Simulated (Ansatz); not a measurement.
C$_{2}$H$_{6}$I$_{2}$OZr

```yaml
atoms:
  - { symbol: C, position_ang: [-2.2366, 0.7536, -0.3830] }
  - { symbol: O, position_ang: [-0.8850, 0.5801, -0.0798] }
  - { symbol: Zr, position_ang: [0.9305, 0.5232, 0.3683] }
  - { symbol: C, position_ang: [1.4948, -1.5589, -0.0072] }
  - { symbol: I, position_ang: [2.3976, 2.0825, -1.3204] }
  - { symbol: I, position_ang: [1.2900, 0.9982, 3.0293] }
  - { symbol: H, position_ang: [-2.6538, -0.1830, -0.7614] }
  - { symbol: H, position_ang: [-2.3514, 1.5287, -1.1452] }
  - { symbol: H, position_ang: [-2.7848, 1.0511, 0.5148] }
  - { symbol: H, position_ang: [1.3341, -1.8269, -1.0575] }
  - { symbol: H, position_ang: [2.5562, -1.7046, 0.2265] }
  - { symbol: H, position_ang: [0.9085, -2.2440, 0.6155] }
```

Geometry: PBE0-D4/def2-TZVP; core potentials replace the inner electrons of Zr and I.

Level of theory: RKS PBE0-D4/def2-TZVPP in Ansatz 0.2.0.

Predict the electron density and electron localisation function between the atoms.

C–O (1.40 Å): the density is about 2.1 e/Å³ at the midpoint, with its minimum of 1.7 e/Å³ about 0.5 Å from C; the ELF peaks at about 0.90 between the atoms: a polar covalent bond.
Zr–O (1.87 Å): ρ at the midpoint is about 1 e/Å³; the ELF peaks at about 0.80 in the valence shell of O, 0.5 Å from its nucleus, and drops to about 0.25 between the two atoms.
C–Zr (2.19 Å): ρ is about 0.77 e/Å³ halfway; the ELF peaks at about 0.95 in the valence shell of C, 0.7 Å from its nucleus, and is about 0.55 at the midpoint.
C–H (1.09 Å): ρ is about 2.1 e/Å³ halfway; the ELF climbs to about 1 towards the hydrogen, as it does in any bond to H (an ordinary covalent bond to hydrogen).

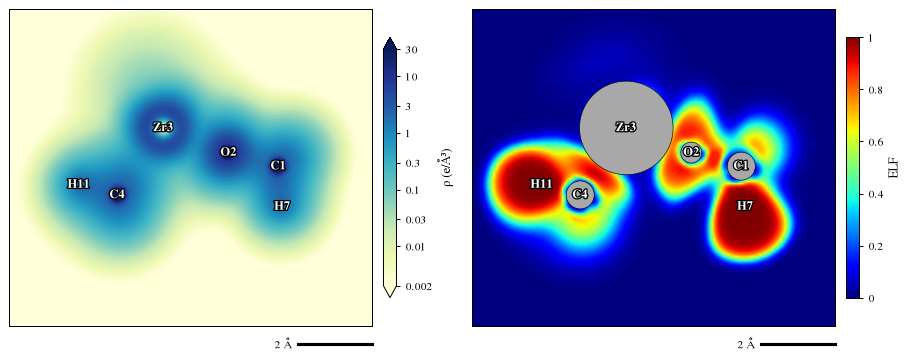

Computed electron density and electron localisation function on the plane of atoms Zr3, C4 and H11, in this order. Grey discs cover the atomic cores in the ELF map. 
